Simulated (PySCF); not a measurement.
Si(Br)2(Et)(Vi), C₄H₈Br₂Si, SMILES C=C[Si](Br)(Br)CC at its GFN2-xTB optimised geometry (Å):

```
15

C     -2.4536    -1.8128     1.3548
C     -1.6911    -0.7362     1.4536
Si    -0.9025     0.1482     0.0000
Br    -1.6283    -0.7643    -1.9047
Br    -1.6174     2.2712     0.0000
C      0.9955     0.1482     0.0000
C      1.5920     0.9113    -1.1790
H     -2.6788    -2.2712     0.4047
H     -2.8919    -2.2854     2.2192
H     -1.5024    -0.3109     2.4310
H      1.3545    -0.8828    -0.0162
H      1.3521     0.5889     0.9330
H      1.2787     1.9540    -1.1664
H      2.6788     0.8852    -1.1363
H      1.2811     0.4715    -2.1253
```

Computed with PBE0/def2-TZVP (PySCF 2.14.0). Cells within 0.4 Å of a nucleus heavier than hydrogen are left out (blank, or x).

Map of the Laplacian of the electron density (e/bohr⁵), clipped to [-1.50, 1.50] on the plane z = 0.0 Å:

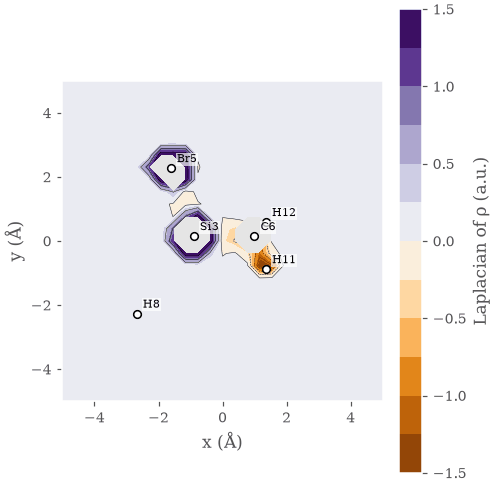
Figure. Laplacian of the electron density (e/bohr⁵), clipped to [-1.50, 1.50] on the plane z = 0.0 Å.
